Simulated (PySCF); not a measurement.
SMILES [Br][In]([Br])[Br] at its PBE0/def2-SVP optimised geometry (Å):

```
4

In    -0.6151    -0.0003     0.0000
Br    -1.8446    -2.1308     0.0004
Br    -1.8434     2.1308     0.0000
Br     1.8446    -0.0003     0.0000
```

Computed with PBE0/def2-TZVP, def2 effective core potentials past Kr (PySCF). The core electrons that the potentials of In replace are not part of the density. Cells within 0.4 Å of a nucleus heavier than hydrogen are left out (blank, or x).

Map of the HOMO amplitude (bohr^(-3/2)) on the plane z = 0.0 Å; orbital energy -8.74 eV, overall sign arbitrary:

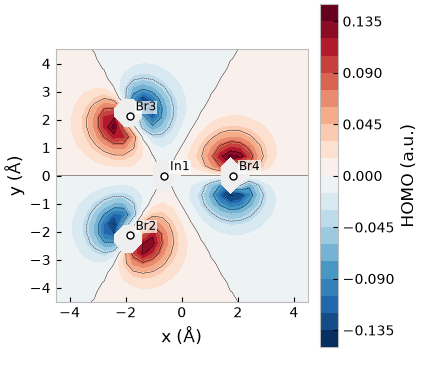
*HOMO amplitude (bohr^(-3/2)) on the plane z = 0.0 Å.*
